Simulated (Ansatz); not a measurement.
# F− with Si₂H₆: superposition error and deformation

Aim: split the binding of a pair into the counterpoise interaction, the basis-set superposition error and the cost of deforming the fragments.

The runs use Ansatz 0.2.0, Gaussian basis; PBE0-D4 structures, single points in def2-TZVPPD.

Levels: PBE-D4, revPBE-D4, BLYP-D4, r2SCAN-D4, B97M-V, PBE0-D4, B3LYP-D4, HSE06-D4, wB97X-V, wB97M-V, B2PLYP, Hartree-Fock, MP2, CCSD, CCSD(T).

Cores are frozen in the correlated methods. B3LYP uses VWN-RPA correlation. B2PLYP carries no dispersion term here.

129 further runs of the same task are left out: 129 set aside as unsound or not needed. Runs told in other sessions of the task aren't counted.

### 1 The starting structure

The relaxed pair: 9 atoms, charge -1, spin multiplicity 1.

Atoms are counted from 1 here; the program's logs count them from 0.

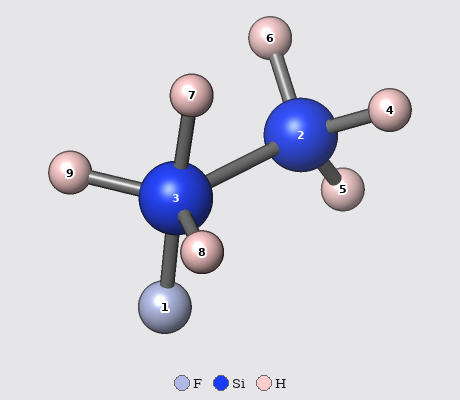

The starting geometry (fluorine light blue, silicon blue, hydrogen pink); atoms are numbered from 1 in the order of the file.

As a file:

```
F    -0.5894   -0.1670   -2.0646
Si    0.1078    1.0975    0.6059
Si   -0.1125   -0.9245   -0.5857
H     1.4971    1.2207    1.1703
H    -0.1508    2.4570    0.0007
H    -0.7719    1.0812    1.8264
H     0.3338   -1.5265    0.8224
H     1.0940   -1.5413   -1.2511
H    -1.4081   -1.6971   -0.5244
```

Atoms 1 to 1 are fragment A (F−), the rest fragment B (Si₂H₆). From earlier runs, pair energy (eV) and counterpoise interaction (kcal/mol):

| method | E(pair) | interaction |
| --- | --- | --- |
| PBE-D4 | -18562.47801 | -65.16 |
| revPBE-D4 | -18569.69546 | -64.20 |
| BLYP-D4 | -18573.04876 | -62.25 |
| r2SCAN-D4 | -18570.75312 | -70.07 |
| B97M-V | -18568.52754 | -72.64 |
| PBE0-D4 | -18564.08834 | -69.86 |
| B3LYP-D4 | -18575.15630 | -66.87 |
| HSE06-D4 | -18563.57683 | -69.85 |
| wB97X-V | -18569.94326 | -68.62 |
| wB97M-V | -18570.92773 | -70.02 |
| B2PLYP | -18565.11181 | -65.61 |
| Hartree-Fock | -18527.94904 | -70.16 |
| MP2 | -18543.11154 | -66.70 |
| CCSD(T) | -18544.90028 | -66.89 |

First each fragment is run alone in its own basis, frozen in the shape it has in the pair (a, b).

### 2 wB97X-V/def2-TZVPPD

Input file a/in.yaml:

```yaml
crystal:
  periodic: [false, false, false]
  atoms:
    - {symbol: F, position_ang: [-0.589405, -0.167026, -2.064623]}
basis:
  gaussian: {orbitals: "def2-TZVPPD.json"}
total_charge: -1
hamiltonian: {xc: {name: wB97X-V}}
```

Input file b/in.yaml:

```yaml
crystal:
  periodic: [false, false, false]
  atoms:
    - {symbol: Si, position_ang: [0.107811, 1.097497, 0.605909]}
    - {symbol: Si, position_ang: [-0.112549, -0.924546, -0.585652]}
    - {symbol: H, position_ang: [1.497093, 1.220723, 1.170291]}
    - {symbol: H, position_ang: [-0.150842, 2.457020, 0.000735]}
    - {symbol: H, position_ang: [-0.771947, 1.081168, 1.826410]}
    - {symbol: H, position_ang: [0.333824, -1.526465, 0.822390]}
    - {symbol: H, position_ang: [1.094037, -1.541267, -1.251144]}
    - {symbol: H, position_ang: [-1.408121, -1.697105, -0.524418]}
basis:
  gaussian: {orbitals: "def2-TZVPPD.json"}
hamiltonian: {xc: {name: wB97X-V}}
```

The basis file named in the input lies beside it (Basis Set Exchange, JSON).

Each run has its own folder and the same command.

Run with:

```
> ansatz run in.yaml --threads 4 --pin off --events-out ev --progress --plain --max-ram 9574MiB
```

Log of a:

```text
Functional definition: wB97X-V
  name "wB97X-V"
  cite "Mardirossian & Head-Gordon, Phys. Chem. Chem. Phys. 16, 9904 (2014) doi:10.1039/C3CP54374A"
  cite "Becke, J. Chem. Phys. 107, 8554 (1997) doi:10.1063/1.475007"
  cite "Vydrov & Van Voorhis, J. Chem. Phys. 133, 244103 (2010) doi:10.1063/1.3521275"
  parameter omega = 0.3/bohr
  parameter cx = 0.167
  parameter cx1 = 0.603
  parameter cx2 = 1.194
  parameter css0 = 0.556
  parameter css1 = -0.257
  parameter cos0 = 1.219
  parameter cos1 = -1.850
  parameter b = 6.0
  parameter c = 0.01
  exchange = spin_sum(e_x_unif_sr(omega)*poly(b97_u_x, 1 - cx, cx1, cx2)) + cx*exact_x_sr(omega) + exact_x_lr(omega)
  correlation = spin_sum(e_c_pw_same_spin*poly(b97_u_same, css0, css1))
      + integral(e_c_pw_opposite_spin*poly(b97_u_opposite, cos0, cos1)) + vv10(b, c)
197 factors; their error is unknown
52 factors; integrals over basis functions are off by at most 4.8e-5 eV
mean field evaluation 1: about -2705.5467 eV, gradient 8.9e1 eV
mean field evaluation 2: about -2701.9389 eV, gradient 1.2e2 eV
mean field evaluation 4: about -2717.2989 eV, gradient 4.7e-1 eV
mean field evaluation 8: about -2717.3078 eV, gradient 1.7e-3 eV
mean field -2717.30775250 eV, -99.8592180471 hartree, gradient 5.3e-5 eV, S^2 0.000000; 0 other end points of the search recorded, 0 dependent functions left out
reference -2717.30775130 eV, -99.8592180030 hartree; 5, 5 occupied and 35, 35 virtual orbitals, 197 factors
Total energy: -2717.30775130 eV, -99.8592180030 hartree
```

Output in b (excerpt; [...] marks lines left out):

```text
[... 5 set-up lines as earlier in the session ...]
[...]
      + integral(e_c_pw_opposite_spin*poly(b97_u_opposite, cos0, cos1)) + vv10(b, c)
984 factors; their error is unknown
296 factors; integrals over basis functions are off by at most 2.0e-5 eV
[...]
mean field -15849.65373366 eV, -582.4640314309 hartree, gradient 4.2e-5 eV, S^2 0.000000; 0 other end points of the search recorded, 0 dependent functions left out
reference -15849.65373141 eV, -582.4640313480 hartree; 17, 17 occupied and 181, 181 virtual orbitals, 984 factors
Total energy: -15849.65373141 eV, -582.4640313480 hartree
```

Wall times: 0.25 s (a), 4.9 s (b) on 4 threads of Arm Neoverse V1, shared host; peak memory 0.51 GiB.

### 3 wB97M-V/def2-TZVPPD

Each input of step 2 (a, b) changes in the same lines:

```diff
-hamiltonian: {xc: {name: wB97X-V}}
+hamiltonian: {xc: {name: wB97M-V}}
```

The same command starts each run, in its folder.

Run with:

```
> ansatz run in.yaml --threads 4 --pin off --events-out ev --progress --plain --max-ram 9574MiB
```

Output in a (excerpt; [...] marks lines left out):

```text
Functional definition: wB97M-V
  name "wB97M-V"
  cite "Mardirossian & Head-Gordon, J. Chem. Phys. 144, 214110 (2016) doi:10.1063/1.4952647"
[... 2 set-up lines as earlier in the session ...]
  # Of w^i u^j: cxij and so on, Table III.
[...]
  gx(w, u) = 1 - cx + cx01*u + cx10*w
  gss(w, u) = css00 + css04*u^4 + css10*w + css20*w^2 + css43*w^4*u^3
  gos(w, u) = cos00 + cos10*w + (cos20 + cos21*u)*w^2 + (cos60 + cos61*u)*w^6
[...]
      + integral(e_c_pw_mod_opposite_spin*gos(b97_w_opposite, b97_u_opposite)) + vv10(b, c)
197 factors; their error is unknown
52 factors; integrals over basis functions are off by at most 4.8e-5 eV
[...]
mean field -2717.60186938 eV, -99.8700266432 hartree, gradient 1.8e-5 eV, S^2 0.000000; 0 other end points of the search recorded, 0 dependent functions left out
reference -2717.60189901 eV, -99.8700277317 hartree; 5, 5 occupied and 35, 35 virtual orbitals, 197 factors
Total energy: -2717.60189901 eV, -99.8700277317 hartree
```

b printed (excerpt; [...] marks lines left out):

```text
[... 5 set-up lines as earlier in the session ...]
  # Of w^i u^j: cxij and so on, Table III.
[...]
  gx(w, u) = 1 - cx + cx01*u + cx10*w
  gss(w, u) = css00 + css04*u^4 + css10*w + css20*w^2 + css43*w^4*u^3
  gos(w, u) = cos00 + cos10*w + (cos20 + cos21*u)*w^2 + (cos60 + cos61*u)*w^6
[...]
      + integral(e_c_pw_mod_opposite_spin*gos(b97_w_opposite, b97_u_opposite)) + vv10(b, c)
974 factors; their error is unknown
296 factors; integrals over basis functions are off by at most 2.0e-5 eV
[...]
mean field -15850.28388411 eV, -582.4871890327 hartree, gradient 3.5e-5 eV, S^2 0.000000; 0 other end points of the search recorded, 0 dependent functions left out
reference -15850.28394125 eV, -582.4871911328 hartree; 17, 17 occupied and 181, 181 virtual orbitals, 974 factors
Total energy: -15850.28394125 eV, -582.4871911328 hartree
```

Times: 0.25 s (a), 7 s (b) on 4 threads of Arm Neoverse V1, shared host; peak memory 0.53 GiB.

### 4 B2PLYP/def2-TZVPPD

Each input of step 3 (a, b) changes in the same lines:

```diff
-hamiltonian: {xc: {name: wB97M-V}}
+hamiltonian: {xc: {name: B2PLYP}}
```

The same command starts each run, in its folder.

Run with:

```
> ansatz run in.yaml --threads 4 --pin off --events-out ev --progress --plain --max-ram 9574MiB
```

Log of a (excerpt; [...] marks lines left out):

```text
Functional definition: B2PLYP
  name "B2PLYP"
  cite "Grimme, J. Chem. Phys. 124, 034108 (2006) doi:10.1063/1.2148954"
  cite "Becke, Phys. Rev. A 38, 3098 (1988) doi:10.1103/PhysRevA.38.3098"
  cite "Lee, Yang & Parr, Phys. Rev. B 37, 785 (1988) doi:10.1103/PhysRevB.37.785"
[...]
257 factors; integrals over basis functions are off by at most 1.5e-4 eV
[...]
mean field -2714.40500266 eV, -99.7525439580 hartree, gradient 9.1e-6 eV, S^2 0.000000; 0 other end points of the search recorded, 0 dependent functions left out
1 core orbitals not correlated: weight in the atoms' cores, before any rotation towards them, 1.000 or more for the frozen orbitals, at most 0.000 for the correlated occupied ones
reference -2714.40510179 eV, -99.7525476009 hartree; 4, 4 occupied and 35, 35 virtual orbitals, 257 factors
second order -9.42534965 eV of doubles, -0.00000000 eV of singles
Total energy: -2716.94994619 eV, -99.8460689078 hartree
```

Log of b (excerpt; [...] marks lines left out):

```text
[... 5 set-up lines as earlier in the session ...]
[...]
1086 factors; integrals over basis functions are off by at most 7.2e-4 eV
[...]
mean field -15842.79446160 eV, -582.2119578319 hartree, gradient 5.9e-6 eV, S^2 0.000000; 0 other end points of the search recorded, 0 dependent functions left out
10 core orbitals not correlated: weight in the atoms' cores, before any rotation towards them, 1.000 or more for the frozen orbitals, at most 0.000 for the correlated occupied ones
reference -15842.79463571 eV, -582.2119642303 hartree; 7, 7 occupied and 181, 181 virtual orbitals, 1086 factors
second order -9.22470825 eV of doubles, -0.00000000 eV of singles
Total energy: -15845.28530693 eV, -582.3034947097 hartree
```

Times: 0.15 s (a), 3.1 s (b) on 4 threads of Arm Neoverse V1, shared host.

### 5 B97M-V/def2-TZVPPD

The same edit goes into each in.yaml of step 4 (a, b):

```diff
-hamiltonian: {xc: {name: B2PLYP}}
+hamiltonian: {xc: {name: B97M-V}}
```

The same command starts each run, in its folder.

Run with:

```
> ansatz run in.yaml --threads 4 --pin off --events-out ev --progress --plain --max-ram 9574MiB
```

Output in a (excerpt; [...] marks lines left out):

```text
Functional definition: B97M-V
  name "B97M-V"
  cite "Mardirossian & Head-Gordon, J. Chem. Phys. 142, 074111 (2015) doi:10.1063/1.4907719"
[... 2 set-up lines as earlier in the session ...]
  # Of w^i u^j: cxij and so on, Table III.
[...]
  gx(w, u) = cx00 + cx01*u + cx02*u^2 + (cx10 + cx11*u)*w
  gss(w, u) = css00 + css02*u^2 + css10*w + (css32*w^3 + css42*w^4)*u^2
  gos(w, u) = cos00 + cos01*u + cos03*u^3 + cos10*w + cos32*w^3*u^2
[...]
      + integral(e_c_pw_mod_opposite_spin*gos(b97_w_opposite, b97_u_opposite)) + vv10(b, c)
197 factors; their error is unknown
[...]
mean field -2717.16474812 eV, -99.8539627329 hartree, gradient 8.6e-6 eV, S^2 0.000000; 0 other end points of the search recorded, 0 dependent functions left out
reference -2717.16478331 eV, -99.8539640264 hartree; 5, 5 occupied and 35, 35 virtual orbitals, 197 factors
Total energy: -2717.16478331 eV, -99.8539640264 hartree
```

Output in b (excerpt; [...] marks lines left out):

```text
[... 5 set-up lines as earlier in the session ...]
  # Of w^i u^j: cxij and so on, Table III.
[...]
  gx(w, u) = cx00 + cx01*u + cx02*u^2 + (cx10 + cx11*u)*w
  gss(w, u) = css00 + css02*u^2 + css10*w + (css32*w^3 + css42*w^4)*u^2
  gos(w, u) = cos00 + cos01*u + cos03*u^3 + cos10*w + cos32*w^3*u^2
[...]
      + integral(e_c_pw_mod_opposite_spin*gos(b97_w_opposite, b97_u_opposite)) + vv10(b, c)
964 factors; their error is unknown
[...]
mean field -15848.20544901 eV, -582.4108079518 hartree, gradient 2.7e-5 eV, S^2 0.000000; 0 other end points of the search recorded, 0 dependent functions left out
reference -15848.20551635 eV, -582.4108104265 hartree; 17, 17 occupied and 181, 181 virtual orbitals, 964 factors
Total energy: -15848.20551635 eV, -582.4108104265 hartree
```

Times: 0.2 s (a), 4.9 s (b) on 4 threads of Arm Neoverse V1, shared host.

### 6 CCSD(T)/def2-TZVPPD

The same edit goes into each in.yaml of step 5 (a, b):

```diff
-hamiltonian: {xc: {name: B97M-V}}
+correlation: {method: ccsd_t}
```

Each run has its own folder and the same command.

Run with:

```
> ansatz run in.yaml --threads 4 --pin off --events-out ev --progress --plain --max-ram 9574MiB
```

Output in a (excerpt; [...] marks lines left out):

```text
Functional definition: HF
  name "HF"
  cite "Fock, Z. Phys. 61, 126 (1930) doi:10.1007/BF01340294"
  parent pbe
[...]
257 factors; integrals over basis functions are off by at most 1.5e-4 eV
[...]
mean field -2706.33087263 eV, -99.4558251521 hartree, gradient 3.0e-6 eV, S^2 0.000000; 0 other end points of the search recorded, 0 dependent functions left out
1 core orbitals not correlated: weight in the atoms' cores, before any rotation towards them, 1.000 or more for the frozen orbitals, at most 0.000 for the correlated occupied ones
reference -2706.33087263 eV, -99.4558251521 hartree; 4, 4 occupied and 35, 35 virtual orbitals, 257 factors
second order -7.81390746 eV of doubles, -0.00000000 eV of singles
cycle   1  -7.41661808 eV  change    4.0e-1 eV  update   9.9e-2
[...]
cycle   9  -7.66117942 eV  change    1.9e-6 eV  update   3.3e-6
perturbative correction -0.25873590 eV, -0.0095083689 hartree
Total energy: -2714.25078795 eV, -99.7468766719 hartree
```

b printed (excerpt; [...] marks lines left out):

```text
[... 4 set-up lines as earlier in the session ...]
[...]
1086 factors; integrals over basis functions are off by at most 7.2e-4 eV
[...]
mean field -15818.57087710 eV, -581.3217575210 hartree, gradient 1.4e-6 eV, S^2 0.000000; 0 other end points of the search recorded, 0 dependent functions left out
10 core orbitals not correlated: weight in the atoms' cores, before any rotation towards them, 1.000 or more for the frozen orbitals, at most 0.000 for the correlated occupied ones
reference -15818.57087710 eV, -581.3217575210 hartree; 7, 7 occupied and 181, 181 virtual orbitals, 1086 factors
second order -7.41520035 eV of doubles, -0.00000000 eV of singles
cycle   1  -8.40068625 eV  change   -9.9e-1 eV  update   8.0e-2
[...]
cycle   9  -8.79612181 eV  change    3.4e-6 eV  update   1.6e-5
perturbative correction -0.29354503 eV, -0.0107875808 hartree
Total energy: -15827.66054394 eV, -581.6557966160 hartree
```

Wall times: 0.2 s (a), 16 s (b) on 4 threads of Arm Neoverse V1, shared host; peak memory 2.1 GiB.

### 7 Relaxing Si₂H₆ alone

Input file relax-b/in.yaml:

```yaml
crystal:
  periodic: [false, false, false]
  atoms:
    - {symbol: Si, position_ang: [0.107811, 1.097497, 0.605909]}
    - {symbol: Si, position_ang: [-0.112549, -0.924546, -0.585652]}
    - {symbol: H, position_ang: [1.497093, 1.220723, 1.170291]}
    - {symbol: H, position_ang: [-0.150842, 2.457020, 0.000735]}
    - {symbol: H, position_ang: [-0.771947, 1.081168, 1.826410]}
    - {symbol: H, position_ang: [0.333824, -1.526465, 0.822390]}
    - {symbol: H, position_ang: [1.094037, -1.541267, -1.251144]}
    - {symbol: H, position_ang: [-1.408121, -1.697105, -0.524418]}
basis:
  gaussian: {orbitals: def2-TZVP}
hamiltonian: {xc: pbe0, dispersion: d4}
relax: {f_tol: 0.005, max_steps: 200}
```

Run with:

```
> ansatz run in.yaml --threads 4 --pin off --events-out ev --progress --plain --max-ram 9574MiB
```

What it wrote (excerpt; [...] marks lines left out):

```text
Functional definition: PBE0
  name "PBE0"
  cite "Adamo & Barone, J. Chem. Phys. 110, 6158 (1999) doi:10.1063/1.478522"
  cite "Perdew, Burke & Ernzerhof, Phys. Rev. Lett. 77, 3865 (1996) doi:10.1103/PhysRevLett.77.3865"
[... 1 set-up line as earlier in the session ...]
[...]
800 factors; their error is unknown
[...]
mean field -15845.31243694 eV, -582.3044917190 hartree, gradient 2.7e-5 eV, S^2 0.000000; 0 other end points of the search recorded, 0 dependent functions left out
[...]
reference -15845.31246910 eV, -582.3044929010 hartree; 17, 17 occupied and 93, 93 virtual orbitals, 800 factors
relax step   1: F+E_penalty+E_count = -15845.42198636 eV  Δ(F+E_penalty+E_count) = +0.000e0 eV  max|allowed force component| = 2.638e0 eV/Å  Δτ_max = 0.0000 Å  (21 SCF iters, accepted)
[...]
reference -15846.23061158 eV, -582.3382340147 hartree; 17, 17 occupied and 93, 93 virtual orbitals, 800 factors
Total energy: -15846.34007657 eV, -582.3422567790 hartree
Atom 0 at     0.136505     1.099117     0.705493 Å, force     0.000053    -0.000367     0.000129 eV/Å
Atom 1 at     0.010240    -1.056539    -0.191192 Å, force     0.000163    -0.000274     0.000470 eV/Å
Atom 2 at     1.518008     1.376341     1.182480 Å, force    -0.000132     0.002728     0.000719 eV/Å
Atom 3 at    -0.224246     2.110780    -0.323734 Å, force     0.000080    -0.000338     0.000253 eV/Å
Atom 4 at    -0.799674     1.232842     1.853799 Å, force     0.000194     0.002756     0.000642 eV/Å
Atom 5 at     0.372412    -2.062465     0.843160 Å, force    -0.000363    -0.003482    -0.001973 eV/Å
Atom 6 at     0.946856    -1.194679    -1.338630 Å, force    -0.000451    -0.000550     0.000018 eV/Å
Atom 7 at    -1.370796    -1.338371    -0.666856 Å, force     0.000455    -0.000473    -0.000258 eV/Å
Dipole moment:    -0.000242     0.000361    -0.000757 e Å
```

Run time: 6 s. Hardware: 4 threads of Arm Neoverse V1, shared host.

Along the way:

| step | energy from step 1 (eV) | largest force component (eV/Å) |
| --- | --- | --- |
| 1 | 0.0000 | 2.6377 |
| 2 | -0.5666 | 0.8827 |
| 3 | -0.7926 | 0.7521 |
| 4 | -0.8958 | 0.4626 |
| 5 | -0.9172 | 0.0619 |
| 6 | -0.9181 | 0.0035 |

Distances of close pairs at the start and the end, largest changes first:

| bond | before (Å) | after (Å) | change (Å) |
| --- | --- | --- | --- |
| Si2–H6 | 1.595 | 1.488 | -0.107 |
| Si1–H4 | 1.510 | 1.488 | -0.023 |
| Si2–H8 | 1.510 | 1.488 | -0.022 |
| Si2–H7 | 1.510 | 1.488 | -0.022 |
| Si1–Si2 | 2.357 | 2.338 | -0.019 |
| Si1–H5 | 1.505 | 1.488 | -0.017 |
| Si1–H3 | 1.505 | 1.488 | -0.017 |

### 8 PBE-D4/def2-TZVPPD

Input file free-b/in.yaml:

```yaml
crystal:
  periodic: [false, false, false]
  atoms:
    - {symbol: Si, position_ang: [0.136505, 1.099117, 0.705493]}
    - {symbol: Si, position_ang: [0.010240, -1.056539, -0.191192]}
    - {symbol: H, position_ang: [1.518008, 1.376341, 1.182480]}
    - {symbol: H, position_ang: [-0.224246, 2.110780, -0.323734]}
    - {symbol: H, position_ang: [-0.799674, 1.232842, 1.853799]}
    - {symbol: H, position_ang: [0.372412, -2.062465, 0.843160]}
    - {symbol: H, position_ang: [0.946856, -1.194679, -1.338630]}
    - {symbol: H, position_ang: [-1.370796, -1.338371, -0.666856]}
basis:
  gaussian: {orbitals: "def2-TZVPPD.json"}
hamiltonian: {xc: pbe, dispersion: d4}
```

Run with:

```
> ansatz run in.yaml --threads 4 --pin off --events-out ev --progress --plain --max-ram 9574MiB
```

What it wrote:

```text
Functional definition: PBE
  name "PBE"
[... 2 set-up lines as earlier in the session ...]
  parameter kappa = 0.804
  parameter beta = 0.06672455060314922
  exchange = pbe_x(kappa = kappa, mu = beta*pi^2/3)
  correlation = pbe_c(beta = beta)
964 factors; their error is unknown
mean field evaluation 1: about -15843.1748 eV, gradient 1.8e1 eV
mean field evaluation 2: about -15844.1505 eV, gradient 9.9e0 eV
mean field evaluation 4: about -15844.5134 eV, gradient 5.3e-1 eV
mean field evaluation 8: about -15844.4837 eV, gradient 8.4e-3 eV
mean field -15844.48370899 eV, -582.2740365287 hartree, gradient 4.1e-5 eV, S^2 0.000000; 0 other end points of the search recorded, 0 dependent functions left out
reference -15844.48375524 eV, -582.2740382283 hartree; 17, 17 occupied and 181, 181 virtual orbitals, 964 factors
Total energy: -15844.61357496 eV, -582.2788090150 hartree
```

It took 1.2 s on 4 threads of Arm Neoverse V1, shared host.

### 9 r2SCAN-D4/def2-TZVPPD

free-b/in.yaml, as its differences from that of step 8:

```diff
@@ -13,2 +13,2 @@
   gaussian: {orbitals: "def2-TZVPPD.json"}
-hamiltonian: {xc: pbe, dispersion: d4}
+hamiltonian: {xc: r2scan, dispersion: d4}
```

Run with:

```
> ansatz run in.yaml --threads 4 --pin off --events-out ev --progress --plain --max-ram 9574MiB
```

What it wrote:

```text
Functional definition: r2SCAN
  name "r2SCAN"
  cite "Furness, Kaplan, Ning, Perdew & Sun, J. Phys. Chem. Lett. 11, 8208 (2020) doi:10.1021/acs.jpclett.0c02405"
  cite "Furness, Kaplan, Ning, Perdew & Sun, J. Phys. Chem. Lett. 11, 9248 (2020) doi:10.1021/acs.jpclett.0c03077"
  parent r2scan
  parameter k0 = 0.174
  parameter k1 = 0.065
  parameter a1 = 4.9479
  exchange = r2scan_x(k0 = k0, k1 = k1, a1 = a1)
  correlation = r2scan_c
964 factors; their error is unknown
mean field evaluation 1: about -15850.7246 eV, gradient 1.5e1 eV
mean field evaluation 2: about -15851.3755 eV, gradient 7.6e0 eV
mean field evaluation 4: about -15851.5419 eV, gradient 4.7e-1 eV
mean field evaluation 8: about -15851.5093 eV, gradient 3.7e-3 eV
mean field -15851.50933829 eV, -582.5322236432 hartree, gradient 3.1e-5 eV, S^2 0.000000; 0 other end points of the search recorded, 0 dependent functions left out
reference -15851.50935237 eV, -582.5322241605 hartree; 17, 17 occupied and 181, 181 virtual orbitals, 964 factors
Total energy: -15851.53967260 eV, -582.5333384084 hartree
```

It took 2.2 s on 4 threads of Arm Neoverse V1, shared host.

### 10 PBE0-D4/def2-TZVPPD

free-b/in.yaml, as its differences from that of step 9:

```diff
@@ -13,2 +13,3 @@
   gaussian: {orbitals: "def2-TZVPPD.json"}
-hamiltonian: {xc: r2scan, dispersion: d4}
+hamiltonian: {xc: pbe0, dispersion: d4}
+output: {orbitals: {seedname: orbitals}}
```

Run with:

```
> ansatz run in.yaml --threads 4 --pin off --events-out ev --progress --plain --max-ram 9574MiB
```

What it wrote (excerpt; [...] marks lines left out):

```text
[... 5 set-up lines as earlier in the session ...]
  parameter a = 0.25
[... 2 set-up lines as earlier in the session ...]
  exchange = (1 - a)*pbe_x(kappa = kappa, mu = beta*pi^2/3) + a*exact_x
[... 1 set-up line as earlier in the session ...]
998 factors; their error is unknown
mean field evaluation 1: about -15845.8058 eV, gradient 1.1e1 eV
mean field evaluation 2: about -15846.1674 eV, gradient 4.8e0 eV
mean field evaluation 4: about -15846.2349 eV, gradient 2.4e-1 eV
mean field evaluation 8: about -15846.2632 eV, gradient 3.6e-1 eV
mean field -15846.26338645 eV, -582.3394384689 hartree, gradient 2.8e-5 eV, S^2 0.000000; 0 other end points of the search recorded, 0 dependent functions left out
reference -15846.26342044 eV, -582.3394397180 hartree; 17, 17 occupied and 181, 181 virtual orbitals, 998 factors
Total energy: -15846.37288543 eV, -582.3434624823 hartree
```

Run time: 2.4 s. Hardware: 4 threads of Arm Neoverse V1, shared host.

[end of part 1 of 2]
